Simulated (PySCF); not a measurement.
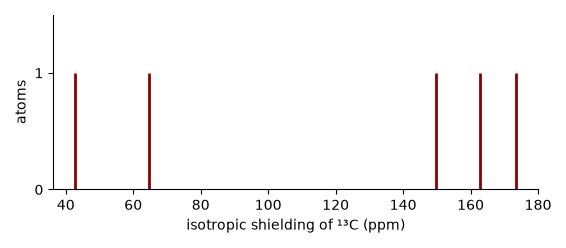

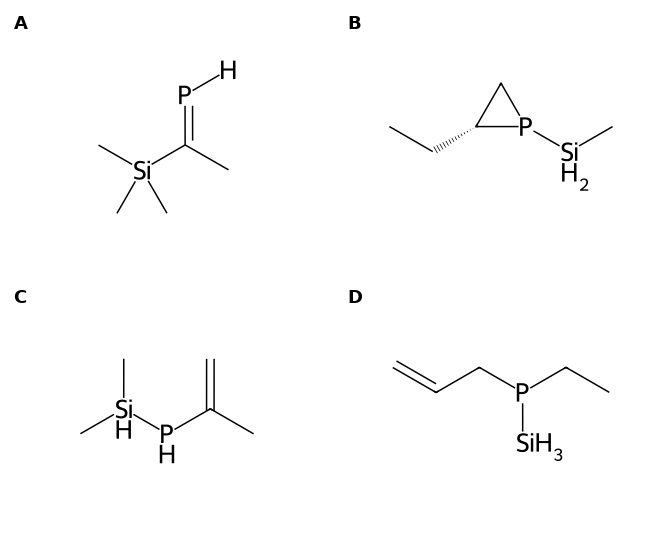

The sticks are computed shieldings of one of the molecules, for one fixed geometry (GFN2-xTB) without averaging over rotations. Low shielding means a high chemical shift. Method: GIAO PBE0/pcSseg-1 NMR shielding, non-relativistic, gas phase (PySCF 2.14.0).

Match the spectrum to a structure.

Answer. D, `C=CCP([SiH3])CC`. Its 5 C atoms give lines at 42.8, 64.7, 149.7, 162.9, 173.5 ppm.

The geometry is semi-empirical. Around P, Si such bond lengths and angles can be off by a tenth of an ångström or more and by several degrees, and values that hang on the shape move with them.
